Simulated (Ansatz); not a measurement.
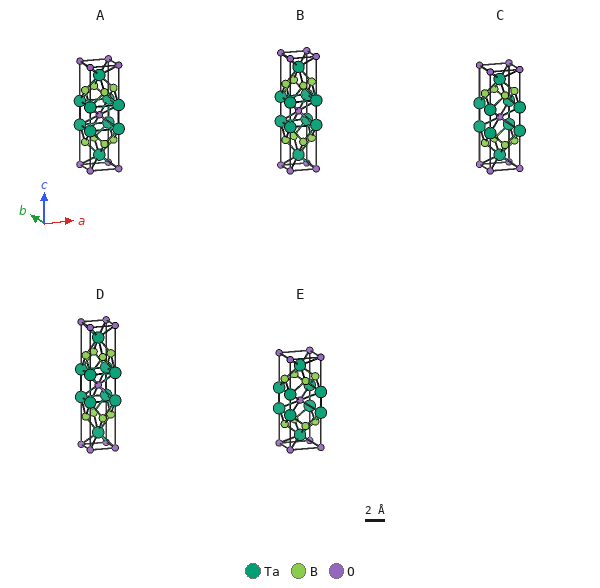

5 geometries from one relaxation of solid Ta₂B₂O (a generated structure, set up in I4/mmm) (coarse preliminary run), in shuffled order. The picture is a ball-and-stick view of the conventional cell (2 times the calculation's cell), seen slightly off an axis. Lengths and directions refer to the drawn axes.

The calculation used DFT PBE, scalar-relativistic, plane waves, PAW (Ansatz 0.2.0). (plane-wave cutoff 420 eV; k-point mesh 8 × 8 × 8; occupations gaussian; smearing width 0.1 eV; no spin polarisation; cell and atoms relaxed; force threshold 0.04 eV/Å; at most 70 steps)

Q: Order the frames from highest to lowest energy.

A: E, C, A, B, D. They are steps 0, 2, 3, 5, 15, at +5.025 eV per cell of the calculation, +2.447 eV per cell of the calculation, +1.518 eV per cell of the calculation, +0.442 eV per cell of the calculation relative to the last. After 11 accepted moves (15 points after the start) the energy has fallen by 5.025 eV per cell of the calculation. The largest force component goes from 4.3 to 0.0051 eV/Å. The pressure goes from 13.84 to −0.06 GPa. The line search rejected the trial step at point 7 of the run. At 3 points the geometry stayed and the basis and grid were re-selected for the new cell (energy shift of 0.238 eV per cell of the calculation at most each time). The largest moves relative to the cell, 0.027 Å, are those of Ta atoms. B and O stay in place. The drawn cell changes as follows: a = b 3.472 → 2.835 Å (−18.4 %), c 9.871 → 13.391 Å (+35.7 %); the volume changes by −9.6 %. Among the contacts that change: Ta–Ta 2.267 → 3.021 Å, Ta–Ta 3.472 → 2.835 Å, B–B 2.455 → 2.005 Å, O–Ta 2.704 → 2.510 Å. Among the angles between lasting bonds that change: Ta–B–Ta 104.9° → 75.3°, Ta–B–Ta 111.8° → 128.8°. The space group stays I4/mmm (No. 139). The run took 73 s on 1 thread of Arm Neoverse V2 (shared host), peak memory 0.37 GiB.
